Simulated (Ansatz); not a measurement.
# SnHCl3O (SMILES [OH][Sn]([Cl])([Cl])[Cl]) at B3LYP/def2-SVP (core potential)

Aim: the vertical ionisation energy of SnHCl3O at B3LYP/def2-SVP (core potential), from 2 runs. 

Program for the calculation: Ansatz 0.2.0.

80 further runs of the same task are left out: 6 that didn't finish, 74 set aside as unsound or not needed.

### Step 1. The structure to begin with

The species is SnHCl3O (6 atoms), meant as a singlet with charge 0. SMILES: `[OH][Sn]([Cl])([Cl])[Cl]`. Geometry: relaxed at PBE0-D4/def2-TZVP.

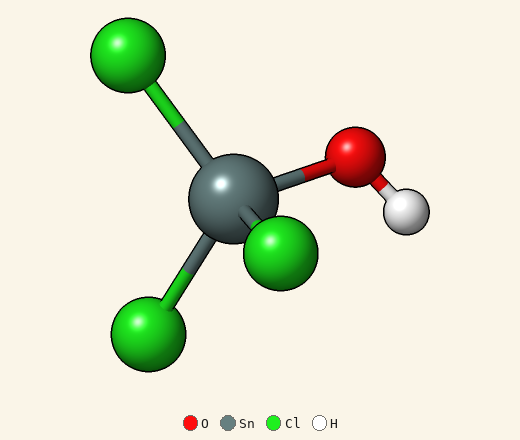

The structure, seen from a chosen angle (oxygen red, tin teal, chlorine green, hydrogen white).

### Step 2. A single-point energy at B3LYP/def2-SVP (core potential)

File job.yaml:

```yaml
crystal:
  periodic: [false, false, false]
  atoms:
    - {symbol: O, position_ang: [-0.674300, 0.477500, 1.363600]}
    - {symbol: Sn, position_ang: [0.251900, -0.201000, -0.189900]}
    - {symbol: Cl, position_ang: [1.931200, -1.529700, 0.595300]}
    - {symbol: Cl, position_ang: [-1.175400, -1.411300, -1.519500]}
    - {symbol: Cl, position_ang: [1.105000, 1.525900, -1.439200]}
    - {symbol: H, position_ang: [-1.396100, 1.074500, 1.143600]}
basis:
  gaussian: {orbitals: def2-SVP}
hamiltonian: {xc: {name: B3LYP}}
accuracy: high
output: {orbitals: {seedname: orbitals}}
```

On the command line:

```
$ ansatz run job.yaml --threads 1 --pin off --max-ram 3480MiB --events-out events.jsonl --progress --plain --runs-dir runs
```

Log:

```text
Warning: RAYON_NUM_THREADS=1 ignored (pool sized by the plan → 1); use --threads N
Functional definition: B3LYP
  name "B3LYP"
  parameter a0 = 0.2
  parameter ax = 0.72
  parameter ac = 0.81
  exchange = (1 - a0 - ax)*slater_x + ax*b88_x + a0*exact_x
  correlation = (1 - ac)*vwn_rpa_c + ac*lyp_c
2082 factors; integrals over basis functions are off by at most 3.4e-9 eV
mean field evaluation 1: about -45449.8331 eV, gradient 5.6e1 eV
mean field evaluation 2: about -45418.3383 eV, gradient 1.3e2 eV
mean field evaluation 4: about -45455.6273 eV, gradient 8.8e0 eV
mean field evaluation 8: about -45455.9186 eV, gradient 6.9e-1 eV
mean field evaluation 16: about -45455.9200 eV, gradient 9.9e-5 eV
mean field -45455.91997492 eV, -1670.4742479491 hartree, gradient 2.1e-8 eV, S^2 0.000000; 0 other end points of the search recorded, 0 dependent functions left out
reference -45455.92001501 eV, -1670.4742494226 hartree; 41, 41 occupied and 58, 58 virtual orbitals, 2082 factors
Total energy: -45455.92001501 eV, -1670.4742494226 hartree
```

It took 13 s on 1 thread of Arm Neoverse V1, shared host; peak memory 0.41 GiB.

### Step 3. The doublet cation, same level

File molecule.yaml:

```yaml
crystal:
  periodic: [false, false, false]
  atoms:
    - symbol: O
      position_ang: [-0.674300, 0.477500, 1.363600]
    - symbol: Sn
      position_ang: [0.251900, -0.201000, -0.189900]
    - symbol: Cl
      position_ang: [1.931200, -1.529700, 0.595300]
    - symbol: Cl
      position_ang: [-1.175400, -1.411300, -1.519500]
    - symbol: Cl
      position_ang: [1.105000, 1.525900, -1.439200]
    - symbol: H
      position_ang: [-1.396100, 1.074500, 1.143600]
basis:
  gaussian:
    orbitals: def2-SVP
total_charge: 1
magnetization:
  spin_polarized: true
  initial_magnetization: 1
hamiltonian:
  xc: {name: B3LYP}
accuracy: high
output: {orbitals: {seedname: orbitals}}
```

On the command line:

```
$ ansatz run molecule.yaml --threads 1 --pin off --max-ram 3480MiB --events-out events.jsonl --progress --plain --runs-dir runs
```

Log:

```text
Warning: RAYON_NUM_THREADS=1 ignored (pool sized by the plan → 1); use --threads N
[... 7 set-up lines as earlier in the session ...]
2081 factors; integrals over basis functions are off by at most 3.4e-9 eV
mean field evaluation 1: about -45434.5607 eV, gradient 5.1e1 eV
mean field evaluation 2: about -45314.0667 eV, gradient 1.3e2 eV
mean field evaluation 4: about -45438.5023 eV, gradient 3.2e1 eV
mean field evaluation 8: about -45444.5550 eV, gradient 9.2e-1 eV
mean field evaluation 16: about -45444.6823 eV, gradient 2.7e-1 eV
mean field evaluation 32: about -45444.6844 eV, gradient 3.2e-3 eV
mean field evaluation 64: about -45444.6844 eV, gradient 9.3e-7 eV
mean field evaluation 96: about -45444.6029 eV, gradient 8.8e-1 eV
mean field evaluation 128: about -45444.3086 eV, gradient 3.1e0 eV
mean field evaluation 160: about -45444.6893 eV, gradient 9.3e-2 eV
mean field evaluation 192: about -45444.5275 eV, gradient 6.7e-1 eV
mean field evaluation 224: about -45444.6177 eV, gradient 3.8e-1 eV
mean field -45444.69414221 eV, -1670.0617062061 hartree, gradient 2.0e-8 eV, S^2 0.754428; 20 other end points of the search recorded, 0 dependent functions left out
reference -45444.69418167 eV, -1670.0617076564 hartree; 41, 40 occupied and 58, 59 virtual orbitals, 2081 factors
Total energy: -45444.69418167 eV, -1670.0617076564 hartree
```

Run time: 3.1 min. Hardware: 1 thread of Arm Neoverse V1, shared host; peak memory 0.86 GiB.

### Step 4. Outcome

Level: B3LYP/def2-SVP (core potential).

```
                                          quantity           value
                     singlet SnHCl3O: total energy  -1670.47425 Eh
                      singlet SnHCl3O: HOMO energy        -9.03 eV
                      singlet SnHCl3O: LUMO energy        -2.84 eV
                    singlet SnHCl3O: HOMO–LUMO gap         6.19 eV
                      doublet cation: total energy  -1670.06171 Eh
doublet cation: HOMO energy (highest over α and β)       -14.40 eV
 doublet cation: LUMO energy (lowest over α and β)       -13.40 eV
                              doublet cation: ⟨S²⟩           0.754
vertical ionisation energy (to the doublet cation)       11.226 eV
```

Removing an electron at fixed nuclei costs 11.23 eV (1083 kJ/mol). −ε(HOMO) before ionisation, 9.03 eV, is 2.20 eV below this ionisation energy.
